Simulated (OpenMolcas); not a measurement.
## Multiconfigurational calculation, with input and output: Mo⁴⁺ complex

System: Mo⁴⁺ with 6 ligands (O; octahedron, 2.03 Å), neutralised by 6 outer point charges of +1.3 e, whose field is part of the energies.
Method: state-averaged CASSCF, active space 2 electrons in the shell 4d, basis ANO-RCC-VTZP on the metal and ANO-RCC-VDZP on the ligands, DKH2 scalar Hamiltonian, spin-orbit coupling by RASSI with atomic mean-field integrals (OpenMolcas).

**Output (extracts)**
```
--- SEWARD ---
Basis set label: MO.ANO-RCC...7S6P4D2F1G.

      Electronic valence basis set:
      ------------------
      Associated Effective Charge  42.000000 au
      Associated Actual Charge     42.000000 au
      Nuclear Model: Point charge

      Shell  nPrim  nBasis  Cartesian Spherical Contaminant
         s      21       7        X
         p      18       6        X
         d      13       4                 X
         f       6       2                 X
         g       4       1                 X
                  Relativistic Douglas-Kroll-Hess integrals:
                    - DKH order of Hamiltonian: 2
                    - DKH order of Properties : 0
                  Atomic mean-field integrals
--- RASSCF ---
Wave function specifications:
      -----------------------------

      Number of closed shell electrons          96
      Number of electrons in active shells       2
      Max number of holes in RAS1 space          0
      Max nr of electrons in RAS3 space          0
      Number of inactive orbitals               48
      Number of active orbitals                  5
      Number of secondary orbitals              99
      Spin quantum number                      1.0
      State symmetry                             1
Orbital specifications:
      -----------------------

      Symmetry species                           1   2
                                                ag  au
      Frozen orbitals                            0   0
      Inactive orbitals                         24  24
      Active orbitals                            5   0
      RAS1 orbitals                              0   0
      RAS2 orbitals                              5   0
      RAS3 orbitals                              0   0
      Secondary orbitals                        49  50
      Deleted orbitals                           0   0
      Number of basis functions                 78  74
      Number of CSFs                            10
      Number of root(s) required                10
      Iter CI   SX   CI       RASSCF       Energy    max ROT     max BLB   max BLB  Level Ln srch  Step   QN
          iter iter root      energy       change     param      element    value   shift minimum  type update
 Nr of preliminary CI iterations:   1
      Total energies have been shifted. Add                -4000.00 au
        1   1   12    0  -495.08462172    0.00E+00  -7.59E-02   13  50 2 -5.71E-01*  1.03   0.00    SX    NO
        2   1   13    0  -497.53766971   -2.45E+00* -6.72E-02   12  53 1 -2.67E-01*  0.92   0.00    SX    NO
        3   1   14    0  -498.25403207   -7.16E-01* -3.82E-02   24  27 1  1.07E-01*  0.95   0.00    SX    NO
        4   1   14    0  -498.40381598   -1.50E-01*  2.57E-02   24  34 2 -6.77E-02*  0.96   0.00    SX    NO
        5   1   13    0  -498.46778523   -6.40E-02*  2.79E-02   24  34 2 -5.71E-02*  0.95   2.50    LS   YES
        6   1   13    0  -498.51317609   -4.54E-02*  2.54E-02   24  34 2 -4.52E-02*  0.94   2.22    LS   YES
        7   1   13    0  -498.53183384   -1.87E-02* -3.17E-02   12  32 2 -3.46E-02*  0.93   1.34    QN   YES
        8   1   13    0  -498.54886900   -1.70E-02* -3.67E-02   11  52 1 -2.63E-02*  0.91   2.50    LS   YES
        9   1   13    0  -498.55906345   -1.02E-02* -2.00E-02   12  45 1 -2.44E-02*  0.89   1.48    QN   YES
       10   1   12    0  -498.56617907   -7.12E-03* -1.24E-02   12  45 1 -1.82E-02*  0.88   1.68    LS   YES
        ...
       24   1    8    0  -498.57037162   -1.31E-07*  7.22E-05    7  45 2 -4.77E-05   0.88   1.60    LS   YES
       25   1    7    0  -498.57037164   -2.15E-08*  2.21E-05    6  33 1 -4.99E-05   0.88   1.00    QN   YES
       26   1    6    0  -498.57037166   -1.72E-08*  1.59E-05   12  30 1  1.60E-05   0.88   1.50    QN   YES
       27   1    6    0  -498.57037166   -3.88E-09   8.41E-06   12  30 1  5.54E-06   0.88   1.16    QN   YES
      Convergence after 27 iterations
       28   1    6    0  -498.57037166   -4.71E-10   8.41E-06   24  27 1 -3.27E-06   0.88   1.16    QN   YES
      Natural orbitals and occupation numbers for root  1
      sym 1:   0.977304   0.022696   0.022696   0.977304  -0.000000
      Natural orbitals and occupation numbers for root  2
      sym 1:   0.022694   0.977306   0.000000   0.977306   0.022694
      Natural orbitals and occupation numbers for root  3
      sym 1:   0.977302   0.977302  -0.000000   0.022698   0.022698
::    RASSCF root number  1 Total energy:  -4498.64810856
::    RASSCF root number  2 Total energy:  -4498.64810856
::    RASSCF root number  3 Total energy:  -4498.64810856
::    RASSCF root number  4 Total energy:  -4498.56604562
::    RASSCF root number  5 Total energy:  -4498.56604562
::    RASSCF root number  6 Total energy:  -4498.56604562
::    RASSCF root number  7 Total energy:  -4498.53126957
::    RASSCF root number  8 Total energy:  -4498.53126957
::    RASSCF root number  9 Total energy:  -4498.53126957
::    RASSCF root number 10 Total energy:  -4498.46744539
--- RASSCF ---
Wave function specifications:
      -----------------------------

      Number of closed shell electrons          96
      Number of electrons in active shells       2
      Max number of holes in RAS1 space          0
      Max nr of electrons in RAS3 space          0
      Number of inactive orbitals               48
      Number of active orbitals                  5
      Number of secondary orbitals              99
      Spin quantum number                      0.0
      State symmetry                             1
Orbital specifications:
      -----------------------

      Symmetry species                           1   2
                                                ag  au
      Frozen orbitals                            0   0
      Inactive orbitals                         24  24
      Active orbitals                            5   0
      RAS1 orbitals                              0   0
      RAS2 orbitals                              5   0
      RAS3 orbitals                              0   0
      Secondary orbitals                        49  50
      Deleted orbitals                           0   0
      Number of basis functions                 78  74
      Number of CSFs                            15
      Number of root(s) required                15
      Iter CI   SX   CI       RASSCF       Energy    max ROT     max BLB   max BLB  Level Ln srch  Step   QN
          iter iter root      energy       change     param      element    value   shift minimum  type update
 Nr of preliminary CI iterations:   1
      Total energies have been shifted. Add                -4000.00 au
        1   1   10    0  -498.52663925    0.00E+00  -7.45E-03   28  34 1 -5.40E-03*  0.89   0.00    SX    NO
        2   1   10    0  -498.52708791   -4.49E-04*  3.69E-03   20  28 1 -4.41E-03*  0.89   0.00    SX    NO
        3   1   10    0  -498.52727546   -1.88E-04*  2.90E-03   20  28 1 -3.20E-03*  0.89   0.00    SX    NO
        4   1    9    0  -498.52737165   -9.62E-05*  2.32E-03   20  28 1 -2.39E-03*  0.89   0.00    SX    NO
        5   1    9    0  -498.52742601   -5.44E-05*  3.41E-03   20  28 1 -1.80E-03*  0.89   2.50    LS   YES
        6   1    9    0  -498.52747953   -5.35E-05*  4.05E-03   20  28 1 -9.26E-04*  0.89   2.21    LS   YES
        7   1    8    0  -498.52750252   -2.30E-05* -6.93E-04   28  34 1  5.70E-04*  0.89   1.03    QN   YES
        8   1    8    0  -498.52750701   -4.49E-06* -9.24E-04   28  34 1  3.36E-04*  0.89   2.34    LS   YES
        9   1    8    0  -498.52750919   -2.19E-06*  1.33E-04   16  27 1  1.58E-04*  0.89   1.00    QN   YES
       10   1    7    0  -498.52750941   -2.16E-07*  1.11E-04   16  27 1  9.55E-05   0.89   1.83    LS   YES
       11   1    7    0  -498.52750947   -5.60E-08* -9.72E-05    6  51 1  8.65E-05   0.89   1.00    QN   YES
       12   1    6    0  -498.52750951   -4.53E-08* -4.58E-05   18  30 1  5.90E-05   0.89   1.37    QN   YES
       13   1    6    0  -498.52750952   -9.97E-09   3.22E-05   18  30 1  3.74E-05   0.89   1.38    QN   YES
      Convergence after 13 iterations
       14   1    6    0  -498.52750953   -3.91E-09   3.22E-05   18  45 1  2.14E-05   0.89   1.38    QN   YES
      Natural orbitals and occupation numbers for root  1
      sym 1:   0.016227   0.983766   0.000000   0.983783   0.016224
      Natural orbitals and occupation numbers for root  2
      sym 1:   0.016244   0.984198   0.016142   0.000000   0.983416
      Natural orbitals and occupation numbers for root  3
      sym 1:   0.983879   0.016184   0.000000   0.983735   0.016202
::    RASSCF root number  1 Total energy:  -4498.60006003
::    RASSCF root number  2 Total energy:  -4498.60006003
::    RASSCF root number  3 Total energy:  -4498.60006003
::    RASSCF root number  4 Total energy:  -4498.59897523
::    RASSCF root number  5 Total energy:  -4498.59897523
::    RASSCF root number  6 Total energy:  -4498.54125500
::    RASSCF root number  7 Total energy:  -4498.52419140
::    RASSCF root number  8 Total energy:  -4498.52419138
::    RASSCF root number  9 Total energy:  -4498.52419138
::    RASSCF root number 10 Total energy:  -4498.51513903
::    RASSCF root number 11 Total energy:  -4498.51513903
::    RASSCF root number 12 Total energy:  -4498.51513902
::    RASSCF root number 13 Total energy:  -4498.43238146
::    RASSCF root number 14 Total energy:  -4498.43238143
::    RASSCF root number 15 Total energy:  -4498.39050321
--- RASSI ---
SPIN-FREE ENERGIES:
  (Shifted by EMIN (a.u.) =      -4498.6481085569)

 SF State       Relative EMIN(au)   Rel lowest level(eV)    D:o, cm**(-1)

     1             0.0000000000        0.0000000000              0.0000
     2             0.0000000000        0.0000000000              0.0000
     3             0.0000000000        0.0000000000              0.0000
    11             0.0480485227        1.3074669109          10545.4318
    12             0.0480485264        1.3074670108          10545.4326
    13             0.0480485271        1.3074670297          10545.4328
    14             0.0491333230        1.3369858302          10783.5180
    15             0.0491333269        1.3369859355          10783.5188
     4             0.0820629341        2.2330461957          18010.7322
     5             0.0820629341        2.2330461957          18010.7322
     6             0.0820629341        2.2330461957          18010.7322
    16             0.1068535521        2.9076332773          23451.6440
     7             0.1168389883        3.1793508381          25643.1939
     8             0.1168389883        3.1793508381          25643.1939
     9             0.1168389898        3.1793508795          25643.1942
    17             0.1239171608        3.3719577261          27196.6732
    18             0.1239171746        3.3719581013          27196.6762
    19             0.1239171783        3.3719582010          27196.6770
    20             0.1329695316        3.6182852841          29183.4389
    21             0.1329695316        3.6182852841          29183.4389
    22             0.1329695362        3.6182854075          29183.4399
    10             0.1806631661        4.9160951932          39650.9818
    23             0.2157270958        5.8702333265          47346.6248
    24             0.2157271223        5.8702340480          47346.6306
    25             0.2576053515        7.0097987184          56537.8396
     Dipole printing threshold changed to   1.00000000E+00
Eigenvalues of complex Hamiltonian:
   -----------------------------------
  (Shifted by EMIN (a.u.) =      -4498.6481085569)

 SO State       Relative EMIN(au)   Rel lowest level(eV)    D:o, cm**(-1)

     1            -0.0026616731        0.0000000000              0.0000
     2            -0.0026616731        0.0000000010              0.0000
     3            -0.0024762072        0.0050467839             40.7051
     4            -0.0024762073        0.0050467833             40.7051
     5            -0.0024762073        0.0050467817             40.7050
     6             0.0019825396        0.1263754660           1019.2869
     7             0.0019825396        0.1263754665           1019.2869
     8             0.0019825396        0.1263754662           1019.2869
     9             0.0040656787        0.1830605686           1476.4831
    10             0.0476083078        1.3679158675          11032.9855
    11             0.0476083114        1.3679159657          11032.9863
    12             0.0476083121        1.3679159841          11032.9865
    13             0.0490620055        1.4074729966          11352.0353
    14             0.0490620094        1.4074731017          11352.0361
    15             0.0803409849        2.2586173865          18216.9778
    16             0.0815034625        2.2902500142          18472.1121
    17             0.0815034625        2.2902500131          18472.1121
    18             0.0815034625        2.2902500133          18472.1121
    19             0.0829068561        2.3284382992          18780.1214
    20             0.0829068561        2.3284382993          18780.1214
    21             0.0829068561        2.3284382982          18780.1214
    22             0.0830316599        2.3318343828          18807.5127
    23             0.0830316599        2.3318343837          18807.5127
    24             0.1055310910        2.9440750946          23745.5670
    25             0.1155241726        3.2160006953          25938.7949
    26             0.1155532757        3.2167926311          25945.1823
    27             0.1155532764        3.2167926505          25945.1825
    28             0.1155532764        3.2167926505          25945.1825
    29             0.1174419792        3.2681868733          26359.7048
    30             0.1174419813        3.2681869312          26359.7053
    31             0.1174419817        3.2681869417          26359.7054
    32             0.1183646654        3.2932944422          26562.2110
    33             0.1183646664        3.2932944710          26562.2113
    34             0.1246888479        3.4653842173          27950.2087
    35             0.1246888604        3.4653845553          27950.2114
    36             0.1246888636        3.4653846443          27950.2121
    37             0.1331507318        3.6956438079          29807.3775
    38             0.1331507318        3.6956438079          29807.3775
    39             0.1331507363        3.6956439307          29807.3785
    40             0.1810424327        4.9988433770          40318.3909
    41             0.1810424327        4.9988433783          40318.3909
Weights of the five most important spin-orbit-free states for each spin-orbit state.

 SO State  Total energy (au)           Spin-free states, spin, and weights
 -------------------------------------------------------------------------------------------------------
    1        -0.002662       1 1.0  0.5574    3 1.0  0.4263    2 1.0  0.0088   14 0.0  0.0036    4 1.0  0.0024
    2        -0.002662       2 1.0  0.6528    3 1.0  0.2354    1 1.0  0.1043   15 0.0  0.0036    5 1.0  0.0021
    3        -0.002476       2 1.0  0.4976    3 1.0  0.4975   13 0.0  0.0026    6 1.0  0.0007    4 1.0  0.0007
    4        -0.002476       2 1.0  0.4976    1 1.0  0.4975   12 0.0  0.0026    4 1.0  0.0007    5 1.0  0.0007
    5        -0.002476       3 1.0  0.4976    1 1.0  0.4976   11 0.0  0.0026    6 1.0  0.0007    5 1.0  0.0007
    6         0.001983       2 1.0  0.4991    3 1.0  0.4973    1 1.0  0.0018    4 1.0  0.0007    6 1.0  0.0007
    7         0.001983       1 1.0  0.4991    3 1.0  0.4991    6 1.0  0.0007    5 1.0  0.0007   22 0.0  0.0003
    8         0.001983       2 1.0  0.4991    1 1.0  0.4973    3 1.0  0.0018    4 1.0  0.0007    5 1.0  0.0007
    9         0.004066       1 1.0  0.3326    3 1.0  0.3326    2 1.0  0.3326   16 0.0  0.0017    9 1.0  0.0002
   10         0.047608      11 0.0  0.9826    6 1.0  0.0064    5 1.0  0.0064    1 1.0  0.0015    3 1.0  0.0015
   11         0.047608      12 0.0  0.9826    4 1.0  0.0064    5 1.0  0.0064    2 1.0  0.0015    1 1.0  0.0015
   12         0.047608      13 0.0  0.9826    4 1.0  0.0064    6 1.0  0.0064    2 1.0  0.0015    3 1.0  0.0015
```

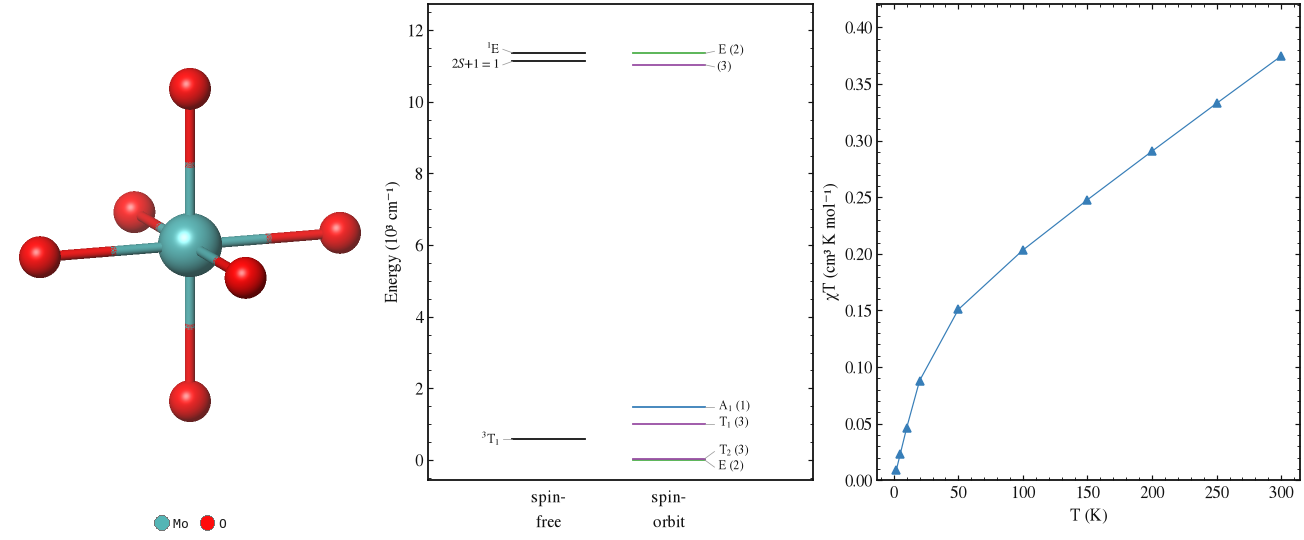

*Mo⁴⁺ (4d²) with 6 ligands, O²⁻, at 2.03 Å (arrangement: octahedron, Oh), neutralised by outer point charges of +1.3 e, and its levels and susceptibility. Labels give the representation in O, Td, D4 or D3 as the site allows (double group for half-integer spin) where it could be assigned and, in brackets, the degeneracy; spin-free states, where drawn, share the zero of the spin-orbit levels. Powder susceptibility by Van Vleck's formula.*

The ground level is E, doubly degenerate, 100 % from states of spin multiplicity 3. Its principal g values are all close to zero. The next level lies at 41 cm⁻¹ (T₂). The lowest spin-free state is ³T₁. χT is 0.00930 cm³ K mol⁻¹ at 2 K and 0.375 at 300 K, an effective moment of 1.73 μB. The active orbitals hold 71 to 90 % metal character (Löwdin), and the Mulliken charge of the metal is +1.56.

**Input file**
```
&GATEWAY
Coord
7

Mo 0.0 0.0 0.0
O 2.030000 0.000000 0.000000
O 0.000000 2.030000 0.000000
O -2.030000 0.000000 0.000000
O 0.000000 -2.030000 0.000000
O 0.000000 0.000000 2.030000
O 0.000000 0.000000 -2.030000
Basis=Mo.ANO-RCC-VTZP,O.ANO-RCC-VDZP
Group=XYZ
NoMove
AngMom=0.0 0.0 0.0
AMFI
RICD
XField
3 Angstrom 0
4.430000 0.000000 0.000000 1.333333
0.000000 4.430000 0.000000 1.333333
0.000000 0.000000 4.430000 1.333333
&SEWARD
&RASSCF
FileOrb=start.orb
Symmetry=1
Spin=3
nActEl=2 0 0
Inactive=24 24
Ras2=5 0
CIRoot=10 10 1
SDav=10
CIMx=300
Iter=150 100
PrWF=0.3
OrbListing=Nothing
MaxOrb=0
LevShft=1.0
>>> COPY $Project.JobIph JOB001
&RASSCF
FileOrb=start.orb
Symmetry=1
Spin=1
nActEl=2 0 0
Inactive=24 24
Ras2=5 0
CIRoot=15 15 1
SDav=15
CIMx=300
Iter=150 100
PrWF=0.3
OrbListing=Nothing
MaxOrb=0
LevShft=1.0
>>> COPY $Project.JobIph JOB002
&RASSI
NrOfJobIphs=2 10 15
1 2 3 4 5 6 7 8 9 10
1 2 3 4 5 6 7 8 9 10 11 12 13 14 15
IphNames
JOB001
JOB002
EJob
SpinOrbit
DIPRint=1.0
SOCoupling=1000.0
Subsets=2
Property=9
'ANGMOM' 1 'ANGMOM' 2 'ANGMOM' 3 'MLTPL  1' 1 'MLTPL  1' 2 'MLTPL  1' 3
'AMFI' 1 'AMFI' 2 'AMFI' 3
SOProperty=3
'ANGMOM' 1 'ANGMOM' 2 'ANGMOM' 3
```

The file start.orb holds starting orbitals from an earlier step. A driver script formed the levels outside the program, from RASSI's spin-orbit matrix and the active-space energies, averaged over the components of each term or state.

Command:
```bash
OMP_NUM_THREADS=1 MOLCAS_MEM=2457 MOLCAS_PROJECT=a pymolcas a.inp > a.log  # once for each step of the input, in one work folder
```

**Results in brief**

- outcome: converged
- energy of the lowest spin-free term: −4498.64811 hartree
- energy of the lowest spin-orbit level: −4498.65077 hartree
- largest spread among components of a term: 0.0 cm⁻¹
- hardware: 1 thread of Intel Xeon @ 2.50GHz (Skylake/Cascade Lake), 16 GiB of memory available, shared host
- wall time: 39 s
- peak memory: 0.4 GiB

**Notes**

Without dynamic correlation the splittings between terms come out too large, often by 20 to 50 %. To bear in mind: covalent bonds, ligand orbitals missing from the active space; bare point charges leave oxide and sulfide ligands too diffuse, field too small; distances are set from ionic radii, not optimised.
